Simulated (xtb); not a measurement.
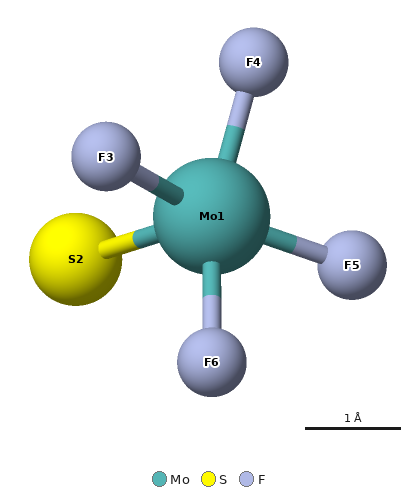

*The structure as given in the input (ball-and-stick view, seen at a tilt; atoms are numbered from 1 in the order of the input). Sticks mark near contacts.*

Bond lengths as drawn: F–Mo 1.72 to 1.84 Å and Mo–S 2.21 Å.

# Run report: MoSF4, geometry relaxation (part 1 of 3)

The run: geometry relaxation of MoSF4, SMILES [F][Mo]([F])([F])([F])=[S]. Method and program: GFN1-xTB, ddCOSMO solvent methanol (xtb 6.7.1).

### The input (input.xyz)
```
6

Mo    -0.02989600     0.01361600    -0.12213200
S      0.00624400    -0.02632800     2.08388500
F      1.76614900    -0.01125400    -0.51138700
F     -0.01642900     1.69439500    -0.48825800
F     -1.72142400    -0.01906000    -0.44676500
F     -0.00964400    -1.74332700    -0.51255100
```

Command:
```bash
xtb input.xyz --molden --gfn 1 -o normal --cosmo methanol -P 1 | tee input.out
```

### Log
```
* xtb version 6.7.1
   ID    Z sym.   atoms
    1   42 Mo     1
    2   16 S      2
    3    9 F      3-6

           -------------------------------------------------
          |                Calculation Setup                |
           -------------------------------------------------

          program call               : xtb input.xyz --molden --gfn 1 -o normal --cosmo methanol -P 1
          coordinate file            : input.xyz
          omp threads                :                     1

           -------------------------------------------------
          |                 G F N 1 - x T B                 |
           -------------------------------------------------

      * Hamiltonian:
        H0-scaling (s, p, d)           1.850000    2.250000    2.000000
        zeta-weighting                 0.000000
      * Dispersion:
        s8                             2.400000
        a1                             0.630000
        a2                             5.000000
        s9                             0.000000
      * Repulsion:
        kExp                           1.500000
        rExp                           1.000000
      * Coulomb:
        alpha                          2.000000
        third order                    atomic
        anisotropic                    false
      * Halogen bond correction:
        rad-scale                      1.300000
        damping                        0.440000

      * Solvation model:               COSMO
        Solvent                        methanol
        Parameter file                 internal GFN1-xTB/ALPB+COSMO
        Dielectric constant                3.2700E+01
        Reference state                gsolv [1 M gas/solution]
        Free energy shift                  0.0000E+00 Eh       0.0000E+00 kcal/mol
        Temperature                        2.9815E+02 K
        Density                            7.9200E-01 kg/L
        Solvent mass                       3.2040E+01 g/mol
        vdW Radii scaling                  1.0000E+00
        Surface tension                    1.0000E-05 Eh       1.5569E+01 dyn/cm
        Grid points                               230 per atom

          ...................................................
          :                      SETUP                      :
          :.................................................:
          :  # basis functions                  36          :
          :  # atomic orbitals                  34          :
          :  # shells                           14          :
          :  # electrons                        40          :
          :  # halogen bonds                     0          :
          :  max. iterations                   250          :
          :  Hamiltonian                  GFN1-xTB          :
          :  restarted?                      false          :
          :  GBSA solvation                   true          :
          :  PC potential                    false          :
          :  electronic temp.          300.0000000     K    :
          :  accuracy                    1.0000000          :
          :  -> integral cutoff          0.2500000E+02      :
          :  -> integral neglect         0.1000000E-07      :
          :  -> SCF convergence          0.1000000E-05 Eh   :
          :  -> wf. convergence          0.2000000E-04 e    :
          :  Broyden damping             0.4000000          :
          :  net charge                          0          :
          :  unpaired electrons                  0          :
          ...................................................

 iter      E             dE          RMSdq      gap      omega  full diag
   1    -26.4756025 -0.264756E+02  0.109E+01    4.75       0.0  T
   2    -26.5765692 -0.100967E+00  0.471E+00    3.20       1.0  T
   3    -26.6014417 -0.248725E-01  0.362E+00    4.17       1.0  T
   4    -26.6242085 -0.227668E-01  0.787E-01    3.68       1.0  T
   5    -26.6227993  0.140920E-02  0.153E-01    3.78       1.0  T
   6    -26.6232685 -0.469143E-03  0.167E-02    3.77       2.4  T
   7    -26.6232129  0.555496E-04  0.121E-02    3.77       3.4  T
   8    -26.6232476 -0.347111E-04  0.286E-04    3.76     142.9  T
   9    -26.6232475  0.144528E-06  0.212E-05    3.76    1925.1  T
  10    -26.6232475  0.295011E-07  0.587E-06    3.76    6957.8  T

   *** convergence criteria satisfied after 10 iterations ***

         #    Occupation            Energy/Eh            Energy/eV
      -------------------------------------------------------------
         1        2.0000           -0.8678150             -23.6144
       ...           ...                  ...                  ...
        14        2.0000           -0.5340499             -14.5322
        15        2.0000           -0.5312081             -14.4549
        16        2.0000           -0.5298623             -14.4183
        17        2.0000           -0.5242677             -14.2660
        18        2.0000           -0.4681405             -12.7388
        19        2.0000           -0.4402384             -11.9795
        20        2.0000           -0.4401473             -11.9770 (HOMO)
        21                         -0.3017884              -8.2121 (LUMO)
        22                         -0.3001257              -8.1668
        23                         -0.2966317              -8.0718
        24                         -0.2654458              -7.2231
        25                         -0.0497002              -1.3524
       ...                                ...                  ...
        34                          0.3382289               9.2037
      -------------------------------------------------------------
                  HL-Gap            0.1383589 Eh            3.7649 eV
             Fermi-level           -0.3709678 Eh          -10.0945 eV

 SCC (total)                   0 d,  0 h,  0 min,  0.024 sec
 SCC setup                      ...        0 min,  0.000 sec (  0.733%)
 Dispersion                     ...        0 min,  0.000 sec (  0.090%)
 classical contributions        ...        0 min,  0.000 sec (  0.054%)
 integral evaluation            ...        0 min,  0.001 sec (  4.558%)
 iterations                     ...        0 min,  0.019 sec ( 77.758%)
 molecular gradient             ...        0 min,  0.003 sec ( 12.467%)
 printout                       ...        0 min,  0.001 sec (  4.302%)

         :::::::::::::::::::::::::::::::::::::::::::::::::::::
         ::                     SUMMARY                     ::
         :::::::::::::::::::::::::::::::::::::::::::::::::::::
         :: total energy             -26.576931313286 Eh    ::
         :: total w/o Gsasa/hb       -26.572880776651 Eh    ::
         :: gradient norm              0.075031070672 Eh/a0 ::
         :: HOMO-LUMO gap              3.764938101518 eV    ::
         ::.................................................::
         :: SCC energy               -26.623247471290 Eh    ::
         :: -> electrostatic           0.256674331204 Eh    ::
         :: -> Gsolv                  -0.019004355160 Eh    ::
         ::    -> Gelec               -0.014953818525 Eh    ::
         ::    -> Gsasa               -0.004050536635 Eh    ::
         ::    -> Ghb                  0.000000000000 Eh    ::
         ::    -> Gshift               0.000000000000 Eh    ::
         :: repulsion energy           0.048475473723 Eh    ::
         :: dispersion energy         -0.002159315720 Eh    ::
         :: halogen bond corr.         0.000000000000 Eh    ::
         :: add. restraining           0.000000000000 Eh    ::
         :: total charge               0.000000000000 e     ::
         :::::::::::::::::::::::::::::::::::::::::::::::::::::

      -----------------------------------------------------------
     |                   =====================                   |
     |                        A N C O P T                        |
     |                   =====================                   |
     |               Approximate Normal Coordinate               |
     |                Rational Function Optimizer                |
      -----------------------------------------------------------
      -----------------------------------------------------------
     |                   =====================                   |
     |                        A N C O P T                        |
     |                   =====================                   |
     |               Approximate Normal Coordinate               |
     |                Rational Function Optimizer                |
      -----------------------------------------------------------

          ...................................................
          :                      SETUP                      :
          :.................................................:
          :   optimization level            normal          :
          :   max. optcycles                   200          :
          :   ANC micro-cycles                  20          :
          :   degrees of freedom                12          :
          :.................................................:
          :   RF solver                   davidson          :
          :   write xtbopt.log                true          :
          :   linear?                        false          :
          :   energy convergence         0.5000000E-05 Eh   :
          :   grad. convergence          0.1000000E-02 Eh/α :
          :   maxmium RF displ.          1.0000000          :
          :   Hlow (freq-cutoff)         0.1000000E-01      :
          :   Hmax (freq-cutoff)         5.0000000          :
          :   S6 in model hess.         20.0000000          :
          ...................................................

generating ANC from exact Hessian ...
Using Lindh-Hessian (1995)
 Shifting diagonal of input Hessian by    2.0403535799837086E-003
 Lowest  eigenvalues of input Hessian
    0.000000    0.000000    0.000000    0.000000    0.000000    0.000000
    0.010000    0.010577    0.033184    0.048124    0.058227    0.063855
    0.084023    0.217595    0.428131    0.570899    1.346944    1.408878
 Highest eigenvalues
    0.084023    0.217595    0.428131    0.570899    1.346944    1.408878

........................................................................
.............................. CYCLE    1 ..............................
........................................................................

 iter      E             dE          RMSdq      gap      omega  full diag
   1    -26.6232475 -0.266232E+02  0.650E-06    3.76       0.0  T
   2    -26.6232475 -0.210650E-07  0.466E-06    3.76    8765.0  T
   3    -26.6232475  0.858145E-08  0.489E-07    3.76   83538.6  T
     SCC iter.                  ...        0 min,  0.004 sec
     gradient                   ...        0 min,  0.003 sec
 * total energy  :   -26.5769313 Eh     change        0.1980784E-08 Eh
   gradient norm :     0.0750310 Eh/α   predicted     0.0000000E+00 (-100.00%)
   displ. norm   :     0.3286162 α      lambda       -0.1826711E-01
   maximum displ.:     0.2317584 α      in ANC's #6, #8, #7, ...

........................................................................
.............................. CYCLE    2 ..............................
........................................................................

 iter      E             dE          RMSdq      gap      omega  full diag
   1    -26.6640608 -0.266641E+02  0.248E-01    4.41       0.0  T
   2    -26.6647431 -0.682278E-03  0.127E-01    4.39       1.0  T
   3    -26.6647945 -0.513675E-04  0.727E-02    4.40       1.0  T
   4    -26.6648008 -0.633015E-05  0.256E-02    4.40       1.6  T
   5    -26.6647567  0.441372E-04  0.106E-03    4.40      38.5  T
   6    -26.6647578 -0.111694E-05  0.353E-04    4.40     115.6  T
   7    -26.6647577  0.113518E-06  0.450E-05    4.40     906.5  T
   8    -26.6647577 -0.317580E-07  0.109E-06    4.40   37532.3  T
     SCC iter.                  ...        0 min,  0.014 sec
     gradient                   ...        0 min,  0.003 sec
 * total energy  :   -26.5666657 Eh     change        0.1026565E-01 Eh
   gradient norm :     0.1959701 Eh/α   predicted    -0.1011988E-01 (-198.58%)
   displ. norm   :     0.2416751 α      lambda       -0.4032948E-01
   maximum displ.:     0.1976386 α      in ANC's #6, #8, #10, ...

........................................................................
.............................. CYCLE    3 ..............................
........................................................................

 iter      E             dE          RMSdq      gap      omega  full diag
   1    -26.6390700 -0.266391E+02  0.144E-01    4.05       0.0  T
   2    -26.6388212  0.248756E-03  0.927E-02    4.01       1.0  T
   3    -26.6386712  0.149993E-03  0.587E-02    4.03       1.0  T
   4    -26.6386929 -0.216211E-04  0.245E-02    4.02       1.7  T
   5    -26.6387286 -0.357356E-04  0.755E-04    4.02      54.1  T
   6    -26.6387286  0.685015E-08  0.282E-04    4.02     144.6  T
   7    -26.6387283  0.283608E-06  0.332E-05    4.02    1231.4  T
   8    -26.6387283  0.646352E-08  0.659E-07    4.02   61967.9  T
     SCC iter.                  ...        0 min,  0.013 sec
     gradient                   ...        0 min,  0.003 sec
 * total energy  :   -26.5825931 Eh     change       -0.1592745E-01 Eh
   gradient norm :     0.0301163 Eh/α   predicted    -0.2134249E-01 (  34.00%)
   displ. norm   :     0.0918927 α      lambda       -0.1230399E-02
   maximum displ.:     0.0634223 α      in ANC's #2, #8, #6, ...

........................................................................
.............................. CYCLE    4 ..............................
........................................................................

 iter      E             dE          RMSdq      gap      omega  full diag
   1    -26.6419180 -0.266419E+02  0.110E-01    4.08       0.0  T
   2    -26.6421057 -0.187668E-03  0.574E-02    4.05       1.0  T
   3    -26.6420407  0.649647E-04  0.160E-02    4.06       2.6  T
   4    -26.6420411 -0.371188E-06  0.500E-03    4.06       8.2  T
   5    -26.6420396  0.148815E-05  0.196E-04    4.06     208.3  T
   6    -26.6420398 -0.216459E-06  0.651E-05    4.06     627.0  T
   7    -26.6420398 -0.475936E-07  0.224E-05    4.06    1821.4  T
     SCC iter.                  ...        0 min,  0.012 sec
     gradient                   ...        0 min,  0.003 sec
 * total energy  :   -26.5834338 Eh     change       -0.8406630E-03 Eh
   gradient norm :     0.0155451 Eh/α   predicted    -0.6203947E-03 ( -26.20%)
   displ. norm   :     0.1421995 α      lambda       -0.7619471E-03
   maximum displ.:     0.1253162 α      in ANC's #2, #8, #1, ...

........................................................................
.............................. CYCLE    5 ..............................
........................................................................

 iter      E             dE          RMSdq      gap      omega  full diag
   1    -26.6447283 -0.266447E+02  0.104E-01    4.12       0.0  T
   2    -26.6449224 -0.194093E-03  0.477E-02    4.09       1.0  T
   3    -26.6448797  0.426819E-04  0.159E-02    4.10       2.6  T
   4    -26.6448894 -0.962880E-05  0.508E-03    4.10       8.0  T
   5    -26.6448866  0.276670E-05  0.146E-04    4.10     279.1  T
   6    -26.6448867 -0.126363E-06  0.613E-05    4.10     666.3  T
   7    -26.6448868 -0.412127E-07  0.200E-05    4.10    2042.7  T
     SCC iter.                  ...        0 min,  0.011 sec
     gradient                   ...        0 min,  0.003 sec
 * total energy  :   -26.5834731 Eh     change       -0.3929067E-04 Eh
   gradient norm :     0.0062182 Eh/α   predicted    -0.3886768E-03 ( 889.23%)
   displ. norm   :     0.1209028 α      lambda       -0.4907917E-03
   maximum displ.:     0.1177354 α      in ANC's #2, #5, #6, ...

........................................................................
.............................. CYCLE    6 ..............................
........................................................................
```
